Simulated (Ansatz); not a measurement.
Consider C4H10AlNO (SMILES CC#[N+][Al-]([CH3])([CH3])[OH]).

Input file:

```
crystal:
  periodic: [false, false, false]
  atoms:
    - {symbol: C, position_ang: [2.844757, -0.288064, 1.879833]}
    - {symbol: C, position_ang: [1.641414, -0.076086, 1.113163]}
    - {symbol: N, position_ang: [0.690207, 0.096320, 0.503125]}
    - {symbol: Al, position_ang: [-0.955598, 0.469205, -0.690573]}
    - {symbol: C, position_ang: [-0.338478, -0.405703, -2.337482]}
    - {symbol: C, position_ang: [-2.370318, -0.354533, 0.407958]}
    - {symbol: O, position_ang: [-0.884436, 2.198083, -0.737606]}
    - {symbol: H, position_ang: [3.613086, 0.415300, 1.555150]}
    - {symbol: H, position_ang: [2.639237, -0.132636, 2.939950]}
    - {symbol: H, position_ang: [3.202873, -1.307360, 1.727993]}
    - {symbol: H, position_ang: [-0.086832, -1.460752, -2.183517]}
    - {symbol: H, position_ang: [-1.111625, -0.375151, -3.112745]}
    - {symbol: H, position_ang: [0.545530, 0.088418, -2.753756]}
    - {symbol: H, position_ang: [-3.350158, -0.265379, -0.074081]}
    - {symbol: H, position_ang: [-2.195884, -1.424876, 0.564784]}
    - {symbol: H, position_ang: [-2.461856, 0.106674, 1.397608]}
    - {symbol: H, position_ang: [-1.440819, 2.716141, -0.159705]}
basis:
  gaussian: {orbitals: def2-TZVPP}
hamiltonian: {xc: pbe0, dispersion: d4}
output: {orbitals: {seedname: orbitals}}
```

Launched as:

```sh
ansatz run in.yaml --threads 4 --pin off --events-out ev --progress --plain --max-ram 11315MiB
```

Geometry: PBE0-D4/def2-TZVP.

Theory: RKS PBE0-D4/def2-TZVPP (Ansatz 0.2.0).

### Predict the electron density and electron localisation function between the atoms.

C–N (1.14 Å): ρ at the midpoint is about 3.7 e/Å³; the ELF peaks at about 0.85 between the atoms (a multiple bond).
C–C (1.44 Å): ρ is about 1.9 e/Å³ halfway; the ELF peaks at about 0.95 between the atoms, as expected for a covalent bond.
C–Al (1.96 Å): ρ is about 0.71 e/Å³ halfway; the ELF peaks at about 0.95 between the atoms: a polar covalent bond.
Al–N (2.07 Å): the density is about 0.41 e/Å³ at the midpoint; the ELF peaks at about 0.95 in the valence shell of N, 0.6 Å from its nucleus, and is about 0.65 at the midpoint.

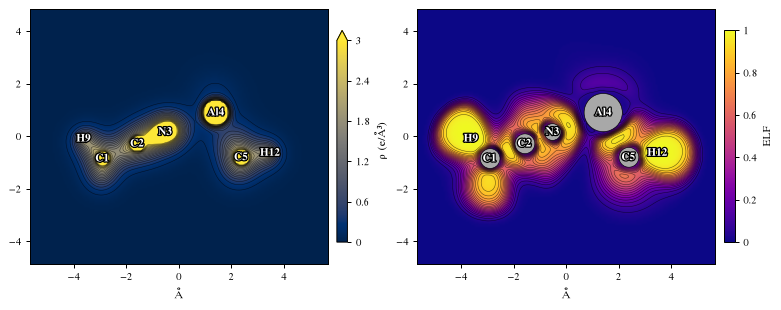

Computed electron density and electron localisation function on the plane of atoms N3, Al4 and C5, in this order. Grey discs cover the atomic cores in the ELF map. 
